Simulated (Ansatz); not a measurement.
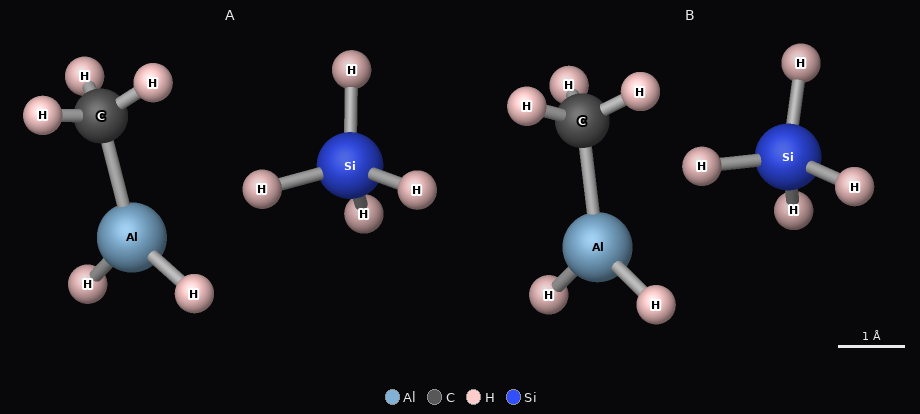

Two geometries of CH₉AlSi, drawn at one scale. One is the start of a relaxation, the other its converged end. The picture is a ball-and-stick view, seen at a tilt.

Level of theory: Ansatz, UHF/def2-SVP. Set-up: collinear spin; force threshold 0.03 eV/Å; at most 50 steps.

**Which geometry has the lower energy?**

Structure A is the relaxed one. The run prepares an end point of a later path (reaction) calculation, from a guessed geometry. The energy falls by 5.02 kcal/mol in 6 accepted moves (7 points after the start). Largest force component: 0.89 eV/Å at the start, 0.014 eV/Å at the end. The line search rejected the trial step at point 6 of the run. An H atom moves most after the best rigid fit: 0.55 Å. By element the largest moves are H 0.55 Å, Si 0.42 Å, C 0.40 Å, Al 0.18 Å. Some distances before and after: Al–H 2.278 → 2.549 Å, H–Si 1.451 → 1.487 Å. Bond angles that change, for instance: Al–C–H 112.6° → 110.1°. Cost: 7.9 s on 2 threads of Arm Neoverse V2, on a shared host, peak memory 0.2 GiB.

Limits of the set-up: the start holds two separate molecules, 2.3 Å apart at their closest, whose relative position is a soft coordinate and is computed without a dispersion correction; Hartree-Fock leaves out electron correlation.
